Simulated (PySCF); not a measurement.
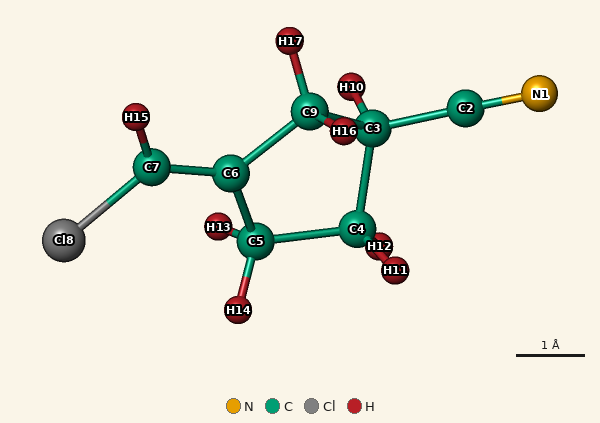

**Figure 1.** The input geometry of run 1 (ball-and-stick view, seen at a tilt; atoms are numbered from 1 in the order of the input). Bond lengths as drawn: C–C 1.32 to 1.54 Å, C–Cl 1.73 Å, C–H 1.08 to 1.10 Å and C–N 1.14 Å.

# Two runs on C7H8ClN

System: C7H8ClN.
Method of run 1: GIAO PBE0/6-311G** NMR shielding, non-relativistic, gas phase (PySCF 2.14.0).

The geometry comes from this level: GFN2-xTB. Text and figures count atoms from 1; the logs count them from 0 in places.

## The input, run 1
```
{"job": {"kind": "nmr", "xc": "PBE0", "basis": "6-311G**", "pop": true}, "charge": 0, "multiplicity": 1}
N     -3.160163    -0.463364     1.923303
C     -2.090551    -0.493114     1.520867
C     -0.753394    -0.516929     0.989178
C     -0.672662    -1.228284    -0.372068
C      0.642382    -0.717801    -0.961836
C      0.813511     0.659153    -0.384103
C      1.734164     1.539516    -0.740176
Cl     2.890028     1.210392    -1.978602
C     -0.217870     0.893312     0.686798
H     -0.098335    -1.017888     1.710743
H     -1.513913    -0.917548    -0.994687
H     -0.700229    -2.312227    -0.273088
H      1.480298    -1.347450    -0.650845
H      0.634072    -0.698765    -2.051525
H      1.836297     2.516362    -0.296417
H     -1.024691     1.519981     0.296111
H      0.194058     1.386684     1.566438
```

The first line tells a small driver script what to run in PySCF; the rest is the geometry in Å.

Launched with:
```bash
OMP_NUM_THREADS=1 python <driver script> task.json out
```

Hardware: 1 CPU thread, shared host.

## Output (run 1)
```
coarse grid: 15248 points
cycle   1  E = -785.9724071727  dE =  1.357e+00  |g| = 4.805e-01  |ddm| = 3.650e+00
cycle   2  E = -785.8511819861  dE =  1.212e-01  |g| = 9.013e-01  |ddm| = 1.408e+00
cycle   3  E = -786.0252461078  dE = -1.741e-01  |g| = 1.375e-01  |ddm| = 9.012e-01
cycle   4  E = -786.0288094219  dE = -3.563e-03  |g| = 5.950e-02  |ddm| = 1.399e-01
cycle   5  E = -786.0295124325  dE = -7.030e-04  |g| = 2.476e-02  |ddm| = 6.809e-02
cycle   6  E = -786.0296577681  dE = -1.453e-04  |g| = 4.896e-03  |ddm| = 2.227e-02
cycle   7  E = -786.0296631017  dE = -5.334e-06  |g| = 1.246e-03  |ddm| = 5.229e-03
final grid: 144176 points
cycle   8  E = -786.0284420822  dE = -4.833e-05  |g| = 8.014e-03  |ddm| = 4.215e-02
cycle   9  E = -786.0284360356  dE =  6.047e-06  |g| = 9.387e-03  |ddm| = 1.562e-02
cycle  10  E = -786.0284579198  dE = -2.188e-05  |g| = 1.371e-03  |ddm| = 9.556e-03
cycle  11  E = -786.0284582862  dE = -3.663e-07  |g| = 5.974e-04  |ddm| = 1.766e-03
cycle  12  E = -786.0284583604  dE = -7.425e-08  |g| = 1.575e-04  |ddm| = 5.138e-04
cycle  13  E = -786.0284583646  dE = -4.143e-09  |g| = 7.825e-05  |ddm| = 1.611e-04
cycle  14  E = -786.0284583659  dE = -1.330e-09  |g| = 1.500e-05  |ddm| = 7.032e-05
cycle  15  E = -786.0284583659  dE = -4.820e-11  |g| = 4.172e-06  |ddm| = 1.708e-05
converged SCF energy = -786.0284583659

GIAO shielding tensors (ppm)
atom      isotropic    diamagn.    paramagn.     s11        s22        s33       span
  0 N      -25.517     343.425    -368.943   -185.173   -182.856    291.477    476.650
  1 C       66.353     255.172    -188.819    -49.157    -48.228    296.446    345.603
  2 C      159.938     245.505     -85.567    135.843    166.891    177.081     41.238
  3 C      154.886     244.527     -89.641    128.093    160.831    175.734     47.641
  4 C      155.888     242.971     -87.084    137.041    160.057    170.566     33.525
  5 C       40.137     256.923    -216.786    -62.370     61.099    121.682    184.052
  6 C       67.766     251.111    -183.345    -29.009    108.066    124.241    153.250
  7 Cl     765.021    1144.555    -379.535    570.759    785.699    938.604    367.846
  8 C      149.118     242.715     -93.598    122.470    153.073    171.810     49.340
  9 H       29.413      28.856       0.557     25.982     27.516     34.742      8.760
 10 H       30.088      30.022       0.066     25.443     29.488     35.333      9.890
 11 H       29.760      29.395       0.365     25.085     28.179     36.015     10.930
 12 H       29.677      29.366       0.311     24.404     29.544     35.083     10.679
 13 H       29.288      29.289      -0.001     23.919     29.788     34.157     10.238
 14 H       25.978      29.220      -3.243     20.745     27.523     29.664      8.919
 15 H       29.314      29.935      -0.620     24.495     29.444     34.004      9.509
 16 H       29.162      29.973      -0.811     24.538     28.924     34.025      9.486
```

For run 2 the input was changed thus:
```diff
-"xc": "PBE0"
-"basis": "6-311G**"
-"pop": true
+"xc": "B97-2"
+"basis": "pcSseg-1"
+"pop": false
```

Predict how the results change.

The total energies belong to different models, so their difference says nothing on which is more stable or more accurate. The HOMO goes from −7.26 to −7.06 eV. The LUMO goes from −0.37 to −0.49 eV. The dipole moment goes from 2.33 to 2.48 D. Of all shieldings, the largest change is that of Cl8, by −19.7 ppm. The functional changes from PBE0 to B97-2. The SCF takes 14 iterations against 15. The basis functions go from 218 to 200.

## Output (run 2)
```
coarse grid: 15248 points
cycle   1  E = -786.2476144251  dE =  1.309e+00  |g| = 4.798e-01  |ddm| = 3.995e+00
cycle   2  E = -786.1102958991  dE =  1.373e-01  |g| = 9.341e-01  |ddm| = 1.309e+00
cycle   3  E = -786.3011748199  dE = -1.909e-01  |g| = 1.470e-01  |ddm| = 8.497e-01
cycle   4  E = -786.3056595675  dE = -4.485e-03  |g| = 5.156e-02  |ddm| = 1.504e-01
cycle   5  E = -786.3061660952  dE = -5.065e-04  |g| = 2.340e-02  |ddm| = 6.803e-02
cycle   6  E = -786.3062969903  dE = -1.309e-04  |g| = 5.213e-03  |ddm| = 2.363e-02
cycle   7  E = -786.3063032249  dE = -6.235e-06  |g| = 1.148e-03  |ddm| = 5.134e-03
final grid: 144176 points
cycle   8  E = -786.3395269672  dE = -7.499e-05  |g| = 5.685e-03  |ddm| = 4.384e-02
cycle   9  E = -786.3395245805  dE =  2.387e-06  |g| = 5.749e-03  |ddm| = 1.019e-02
cycle  10  E = -786.3395307337  dE = -6.153e-06  |g| = 2.100e-03  |ddm| = 6.838e-03
cycle  11  E = -786.3395315948  dE = -8.611e-07  |g| = 6.840e-04  |ddm| = 1.803e-03
cycle  12  E = -786.3395316962  dE = -1.014e-07  |g| = 1.323e-04  |ddm| = 6.739e-04
cycle  13  E = -786.3395317002  dE = -3.987e-09  |g| = 4.343e-05  |ddm| = 1.868e-04
cycle  14  E = -786.3395317006  dE = -3.781e-10  |g| = 1.924e-05  |ddm| = 5.805e-05
converged SCF energy = -786.3395317006

GIAO shielding tensors (ppm)
atom      isotropic    diamagn.    paramagn.     s11        s22        s33       span
  0 N      -24.764     339.499    -364.263   -184.385   -181.651    291.744    476.129
  1 C       63.116     258.362    -195.246    -53.774    -52.546    295.667    349.441
  2 C      156.445     248.464     -92.019    132.760    163.219    173.354     40.594
  3 C      150.619     246.818     -96.200    124.250    156.430    171.177     46.927
  4 C      151.709     245.267     -93.558    132.882    155.861    166.384     33.503
  5 C       38.541     261.252    -222.710    -62.793     59.102    119.315    182.108
  6 C       63.560     246.867    -183.307    -31.871    101.991    120.559    152.430
  7 Cl     745.307    1146.231    -400.924    549.082    760.402    926.438    377.356
  8 C      145.304     245.659    -100.355    119.251    148.951    167.710     48.459
  9 H       29.271      29.068       0.204     25.639     27.504     34.670      9.031
 10 H       29.855      30.228      -0.374     25.327     29.055     35.182      9.855
 11 H       29.533      29.075       0.458     24.823     27.872     35.903     11.080
 12 H       29.403      29.244       0.159     24.172     29.145     34.893     10.721
 13 H       29.021      29.077      -0.056     23.571     29.459     34.033     10.462
 14 H       25.685      29.848      -4.163     20.385     27.564     29.106      8.721
 15 H       29.085      30.134      -1.049     24.297     29.038     33.920      9.622
 16 H       28.961      30.137      -1.176     24.312     28.643     33.929      9.617
```

## The two runs side by side

```tsv
quantity	run 1	run 2
outcome	converged	converged
total energy (hartree)	−786.028458	−786.339532
HOMO (eV)	−7.26	−7.06
LUMO (eV)	−0.37	−0.49
dipole moment (D)	2.33	2.48
shielding of C2 (ppm)	66.4	63.1
shielding of C3 (ppm)	159.9	156.4
shielding of C4 (ppm)	154.9	150.6
shielding of C5 (ppm)	155.9	151.7
shielding of C7 (ppm)	67.8	63.6
shielding of Cl8 (ppm)	765.0	745.3
shielding of C9 (ppm)	149.1	145.3
SCF iterations	15	14
basis functions	218	200
wall time (shared host)	28 s	22 s
```
